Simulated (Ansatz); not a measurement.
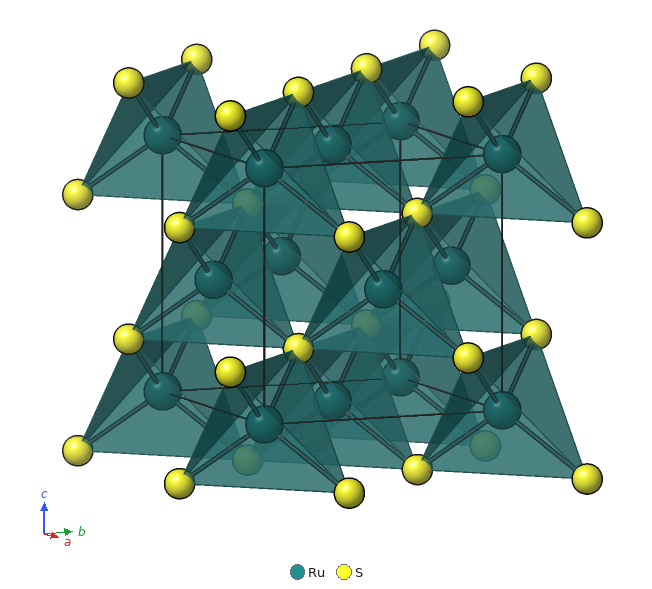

The figure gives a polyhedral picture of the atoms, viewed slightly off an axis. The frame is the conventional unit cell; atoms at its boundary are shown with their periodic copies. A few atoms beyond the faces are included.

RuS, zinc blende (sphalerite type), space group F-43m (No. 216), a = 5.201 Å, b = 5.201 Å, c = 5.201 Å, α = 90.00°, β = 90.00°, γ = 90.00°. The structure comes from a structure type filled with these elements by a generator (whether the compound takes this form wasn't checked). Earlier steps of the study, as a rule a relaxation of our own, may have changed the cell and positions, so they can lie some per cent off the listed ones. An electronic-structure calculation with Ansatz was run on it.

This one geometry was computed with Ansatz (DFT, plane waves, PAW) at five levels of theory: LDA, PBE with spin-orbit coupling, PBE, r2SCAN and PBEsol.

**Which level gives the highest pressure at this volume, and what does that say about its equilibrium volume?**

Highest: PBE with spin-orbit coupling (0.1 GPa) and PBE (0.0 GPa), which points to the largest equilibrium volume. Lowest, with the smallest volume: LDA (-8.7 GPa). Levels within 0.5 GPa of each other can't be told apart.

**How does the band gap change with the level of theory?**

All levels give a metal.

**Collect the results in a table.**

| level | cutoff (eV) | k-mesh of the run's cell | gap (eV) | pressure (GPa) |
| --- | --- | --- | --- | --- |
| LDA | 420 | 10×10×10 | metal | -8.7 |
| PBE with spin-orbit coupling | 420 | 10×10×10 | metal | 0.1 |
| PBE | 420 | 10×10×10 | metal | 0.0 |
| r2SCAN | 500 | 10×10×10 | metal | -2.6 |
| PBEsol | 420 | 10×10×10 | metal | -5.7 |

Gaps are taken on the k-mesh or band path of each run.
